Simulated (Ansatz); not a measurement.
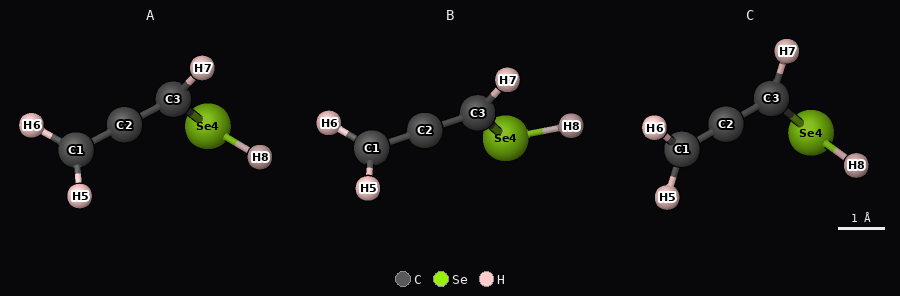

3 geometries from one relaxation of C₃H₄Se, in shuffled order. A ball-and-stick model, seen at a tilt.

The run prepares an end point of a later path (hydrogen shift) calculation, from a guessed geometry.

Computed with Ansatz 0.2.0, UKS PBE/def2-SVP. Set-up: collinear spin; force threshold 0.02 eV/Å; at most 50 steps.

Order the frames from highest to lowest energy.

Answer. C, A, B. They are steps 0, 5, 20, at +261.2 kJ/mol, +14.4 kJ/mol relative to the last. H8 moves most after the best rigid fit: 1.17 Å. By element the largest moves are H 1.17 Å, C 0.39 Å, Se 0.17 Å. Among the contacts that change: C1–C2 1.238 → 1.318 Å, Se4–H8 1.559 → 1.486 Å, C3–Se4 1.892 → 1.929 Å, C2–C3 1.281 → 1.317 Å. Among the angles between lasting bonds that change: C3–Se4–H8 88.3° → 94.0°, H5–C1–H6 114.4° → 116.9°, C2–C1–H6 124.0° → 121.6°. Groups turn about C3–Se4 by about 70°. Over 17 accepted moves (20 points after the start) the energy falls by 261.2 kJ/mol. Largest force component: 6.3 eV/Å at the start, 0.013 eV/Å at the end. The line search rejected the trial steps at points 8, 12, 16 of the run. The forces were under the threshold at step 13, but the run went on from there.
